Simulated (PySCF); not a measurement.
**InHF: polarizability calculation**

System: InHF, multiplicity 2.
Method: HF/TZP, UHF (PySCF 2.14.0).

The geometry comes from this level: PBE0-D4/def2-TZVP.

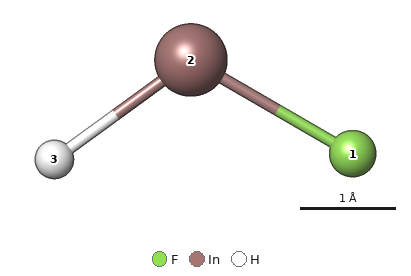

*The structure (ball-and-stick view, seen on its broad side; atoms are numbered from 1 in the order of the input). Sticks mark near contacts.*

Bond lengths as drawn: F–In 1.97 Å and H–In 1.78 Å.

The input (job.py)
```python
# [F][InH]
import numpy
from pyscf import gto
from pyscf.prop.polarizability import uhf

mol = gto.Mole()
mol.atom = '''
F      2.056778     1.869884     1.312037
In    -0.987382     0.671042    -0.462605
H     -1.090183    -2.663380    -0.874565
'''
mol.spin = 1
mol.basis = 'tzp'
mol.cart = True
mol.unit = 'bohr'
mol.max_memory = 1860
mol.verbose = 4
mol.build()

myscf = mol.UHF()
myscf.level_shift = 0.5
myscf.kernel()

energy = myscf.e_tot
print('Final energy', energy)
pol = uhf.Polarizability(myscf)
alpha = pol.polarizability()
print('isotropic polarizability %.4f bohr^3' % (numpy.trace(alpha) / 3))
alpha_w = pol.polarizability_with_freq(freq=0.0774)
beta = pol.hyper_polarizability()
```

Launch command:
```bash
OMP_NUM_THREADS=1 python job.py
```

Log
```
PySCF version 2.14.0

[INPUT] num. atoms = 3
[INPUT] num. electrons = 59
[INPUT] charge = 0
[INPUT] spin (= nelec alpha-beta = 2S) = 1
[INPUT] symmetry False subgroup None
[INPUT] Mole.unit = bohr
[INPUT] Cartesian GTO integrals (6d 10f)
[INPUT] Symbol           X                Y                Z      unit          X                Y                Z       unit  Magmom
[INPUT]  1 F      1.088400045522   0.989499999864   0.694300080284 AA    2.056778000000   1.869884000000   1.312037000000 Bohr   0.0
[INPUT]  2 In    -0.522500052873   0.355100133970  -0.244800023658 AA   -0.987382000000   0.671042000000  -0.462605000000 Bohr   0.0
[INPUT]  3 H     -0.576899999332  -1.409400000020  -0.462799867468 AA   -1.090183000000  -2.663380000000  -0.874565000000 Bohr   0.0

nuclear repulsion = 134.577506505405
number of shells = 40
number of NR pGTOs = 224
number of NR cGTOs = 140
basis = tzp
ecp = {}

******** <class 'pyscf.scf.uhf.UHF'> ********
method = UHF
initial guess = minao
damping factor = 0
level_shift factor = 0.5
DIIS = <class 'pyscf.scf.diis.CDIIS'>
diis_start_cycle = 1
diis_space = 8
diis_damp = 0
SCF conv_tol = 1e-09
SCF conv_tol_grad = None
SCF max_cycles = 50
direct_scf = True
direct_scf_tol = 1e-13
number electrons alpha = 30  beta = 29
Set gradient conv threshold to 3.16228e-05
init E= -5812.78456078193
  alpha nocc = 30  HOMO = -0.00761291469919279  LUMO = 0.277818825813411
  beta  nocc = 29  HOMO = -0.526237413774939  LUMO = -0.00761291469919279

WARN: HOMO -0.00761291469919279 >= LUMO -0.00761291469919279

cycle= 1 E= -5836.79877605801  delta_E=  -24  |g|= 1.06  |ddm|= 7.36
  alpha nocc = 30  HOMO = -0.284681975693361  LUMO = 0.526903504026577
  beta  nocc = 29  HOMO = -0.348814786574994  LUMO = 0.462374538103847
  HOMO = -0.284681975693  LUMO = 0.462374538104  gap/eV = 20.32844
cycle= 2 E= -5836.90167252816  delta_E= -0.103  |g|= 0.231  |ddm|=  1.6
  alpha nocc = 30  HOMO = -0.331461852698825  LUMO = 0.524342783056496
  beta  nocc = 29  HOMO = -0.437645027281924  LUMO = 0.470070716339379
  HOMO = -0.331461852699  LUMO = 0.470070716339  gap/eV = 21.81081
cycle= 3 E= -5836.91968113448  delta_E= -0.018  |g|= 0.0661  |ddm|= 0.316
  alpha nocc = 30  HOMO = -0.337487062973925  LUMO = 0.524599584110586
  beta  nocc = 29  HOMO = -0.440425976582663  LUMO = 0.476601963852413
  HOMO = -0.337487062974  LUMO = 0.476601963852  gap/eV = 22.15249
cycle= 4 E= -5836.92532900087  delta_E= -0.00565  |g|= 0.0444  |ddm|= 0.191
  alpha nocc = 30  HOMO = -0.344034333226399  LUMO = 0.526211696453068
  beta  nocc = 29  HOMO = -0.444913747659438  LUMO = 0.486184022819543
  HOMO = -0.344034333226  LUMO = 0.48618402282  gap/eV = 22.59139
cycle= 5 E= -5836.92935957605  delta_E= -0.00403  |g|= 0.0289  |ddm|= 0.232
  alpha nocc = 30  HOMO = -0.346779028767019  LUMO = 0.526780713204037
  beta  nocc = 29  HOMO = -0.447807958283795  LUMO = 0.489120584804411
  HOMO = -0.346779028767  LUMO = 0.489120584804  gap/eV = 22.74599
cycle= 6 E= -5836.93139061745  delta_E= -0.00203  |g|= 0.02  |ddm|= 0.166
  alpha nocc = 30  HOMO = -0.348351638424085  LUMO = 0.527150038675806
  beta  nocc = 29  HOMO = -0.449549307340618  LUMO = 0.490994896562471
  HOMO = -0.348351638424  LUMO = 0.490994896562  gap/eV = 22.83978
cycle= 7 E= -5836.93252957763  delta_E= -0.00114  |g|= 0.0144  |ddm|= 0.125
  alpha nocc = 30  HOMO = -0.348835529307099  LUMO = 0.52737277597218
  beta  nocc = 29  HOMO = -0.451779455922556  LUMO = 0.491219502679397
  HOMO = -0.348835529307  LUMO = 0.491219502679  gap/eV = 22.85906
cycle= 8 E= -5836.9331927991  delta_E= -0.000663  |g|= 0.0101  |ddm|= 0.0903
  alpha nocc = 30  HOMO = -0.34859979595047  LUMO = 0.527703465161457
  beta  nocc = 29  HOMO = -0.453955011890728  LUMO = 0.490766520455847
  HOMO = -0.34859979595  LUMO = 0.490766520456  gap/eV = 22.84032
cycle= 9 E= -5836.93359280292  delta_E= -0.0004  |g|= 0.00679  |ddm|= 0.073
  alpha nocc = 30  HOMO = -0.348312569430071  LUMO = 0.527987562417459
  beta  nocc = 29  HOMO = -0.454938891597793  LUMO = 0.490723331408673
  HOMO = -0.34831256943  LUMO = 0.490723331409  gap/eV = 22.83133
cycle= 10 E= -5836.93376380936  delta_E= -0.000171  |g|= 0.00469  |ddm|= 0.0471
  alpha nocc = 30  HOMO = -0.348177890748876  LUMO = 0.528136884369819
  beta  nocc = 29  HOMO = -0.455286764385608  LUMO = 0.490335428294
  HOMO = -0.348177890749  LUMO = 0.490335428294  gap/eV = 22.81711
cycle= 11 E= -5836.93383923071  delta_E= -7.54e-05  |g|= 0.00327  |ddm|= 0.0331
  alpha nocc = 30  HOMO = -0.348006002849849  LUMO = 0.528214332127764
  beta  nocc = 29  HOMO = -0.455475455649597  LUMO = 0.490325103219429
  HOMO = -0.34800600285  LUMO = 0.490325103219  gap/eV = 22.81215
cycle= 12 E= -5836.93386722874  delta_E= -2.8e-05  |g|= 0.00198  |ddm|= 0.0203
  alpha nocc = 30  HOMO = -0.348040692364789  LUMO = 0.528254748613768
  beta  nocc = 29  HOMO = -0.455545495255231  LUMO = 0.490306058464182
  HOMO = -0.348040692365  LUMO = 0.490306058464  gap/eV = 22.81258
cycle= 13 E= -5836.93387760389  delta_E= -1.04e-05  |g|= 0.0012  |ddm|= 0.0125
  alpha nocc = 30  HOMO = -0.348051681214695  LUMO = 0.528247222873123
  beta  nocc = 29  HOMO = -0.455543137590569  LUMO = 0.490273261154692
  HOMO = -0.348051681215  LUMO = 0.490273261155  gap/eV = 22.81198
cycle= 14 E= -5836.93388100765  delta_E= -3.4e-06  |g|= 0.000721  |ddm|= 0.00675
  alpha nocc = 30  HOMO = -0.348036046441843  LUMO = 0.528251316908761
  beta  nocc = 29  HOMO = -0.455490252139415  LUMO = 0.490251239376278
  HOMO = -0.348036046442  LUMO = 0.490251239376  gap/eV = 22.81096
cycle= 15 E= -5836.93388209537  delta_E= -1.09e-06  |g|= 0.000442  |ddm|= 0.0037
  alpha nocc = 30  HOMO = -0.348038483807788  LUMO = 0.528246484480281
  beta  nocc = 29  HOMO = -0.455468080162876  LUMO = 0.490251563719731
  HOMO = -0.348038483808  LUMO = 0.49025156372  gap/eV = 22.81103
cycle= 16 E= -5836.93388243284  delta_E= -3.37e-07  |g|= 0.000272  |ddm|= 0.0019
  alpha nocc = 30  HOMO = -0.348048022760103  LUMO = 0.52824153766091
  beta  nocc = 29  HOMO = -0.455455168800146  LUMO = 0.490257580599307
  HOMO = -0.34804802276  LUMO = 0.490257580599  gap/eV = 22.81146
cycle= 17 E= -5836.93388253969  delta_E= -1.07e-07  |g|= 0.000166  |ddm|= 0.000941
  alpha nocc = 30  HOMO = -0.348057250144775  LUMO = 0.528237628025696
  beta  nocc = 29  HOMO = -0.455450704680176  LUMO = 0.490266878623728
  HOMO = -0.348057250145  LUMO = 0.490266878624  gap/eV = 22.81196
cycle= 18 E= -5836.93388257868  delta_E= -3.9e-08  |g|= 9.55e-05  |ddm|= 0.000461
  alpha nocc = 30  HOMO = -0.348060737481283  LUMO = 0.52823673025771
  beta  nocc = 29  HOMO = -0.455451599724283  LUMO = 0.490271997006161
  HOMO = -0.348060737481  LUMO = 0.490271997006  gap/eV = 22.81220
cycle= 19 E= -5836.9338825927  delta_E= -1.4e-08  |g|= 5.31e-05  |ddm|= 0.000242
  alpha nocc = 30  HOMO = -0.348061910564233  LUMO = 0.52823683253296
  beta  nocc = 29  HOMO = -0.455458147875133  LUMO = 0.490272603257976
  HOMO = -0.348061910564  LUMO = 0.490272603258  gap/eV = 22.81224
cycle= 20 E= -5836.93388259797  delta_E= -5.27e-09  |g|= 3.18e-05  |ddm|= 0.000146
  alpha nocc = 30  HOMO = -0.348061733259729  LUMO = 0.528237175468396
  beta  nocc = 29  HOMO = -0.455460425392  LUMO = 0.490272892266241
  HOMO = -0.34806173326  LUMO = 0.490272892266  gap/eV = 22.81225
cycle= 21 E= -5836.9338826002  delta_E= -2.23e-09  |g|= 1.96e-05  |ddm|= 9.33e-05
  alpha nocc = 30  HOMO = -0.348061238336754  LUMO = 0.528237705260627
  beta  nocc = 29  HOMO = -0.455463002948723  LUMO = 0.490272947610765
  HOMO = -0.348061238337  LUMO = 0.490272947611  gap/eV = 22.81224
cycle= 22 E= -5836.93388260124  delta_E= -1.04e-09  |g|= 1.21e-05  |ddm|= 7.59e-05
  alpha nocc = 30  HOMO = -0.348061106001178  LUMO = 0.528237926853293
  beta  nocc = 29  HOMO = -0.455464485773215  LUMO = 0.49027281444368
  HOMO = -0.348061106001  LUMO = 0.490272814444  gap/eV = 22.81223
cycle= 23 E= -5836.93388260164  delta_E= -3.97e-10  |g|= 7.65e-06  |ddm|= 5.46e-05
  alpha nocc = 30  HOMO = -0.348060966014719  LUMO = 0.0282378227061637
  beta  nocc = 29  HOMO = -0.45546378993564  LUMO = -0.00972722351824862
  HOMO = -0.348060966015  LUMO = -0.00972722351825  gap/eV = 9.20653
```

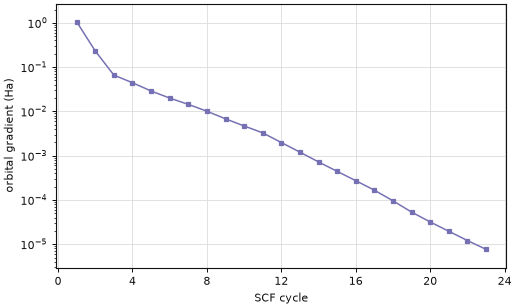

*Convergence of the self-consistent field: orbital gradient against the SCF cycle.*

The residual falls at every step.

```
Extra cycle  E= -5836.93388260184  delta_E= -2.08e-10  |g|= 5.01e-06  |ddm|= 2.95e-05
converged SCF energy = -5836.93388260184  <S^2> = 0.77045898  2S+1 = 2.0203554
Final energy -5836.933882601844
Isotropic polarizability 35.1524529006
Polarizability anisotropy 8.51060166934
isotropic polarizability 35.1525 bohr^3
```

Results in brief

| quantity | value |
| --- | --- |
| outcome | converged |
| total energy | −5836.933883 hartree |
| basis functions | 140 |
| ⟨S²⟩ | 0.770 |
| dipole moment | 3.25 D |
| hardware | 1 thread of Arm Neoverse V1, 24 GiB of memory available, shared host |
| wall time | 81 s |
| peak memory | 0.53 GiB |

Settings chosen away from the usual ones: tied set to false; cart set to true; shift set to 0.5. The record of the run, not the program, notes: logged alpha LUMO and gap are faulty; no relativistic term for heavy atoms.
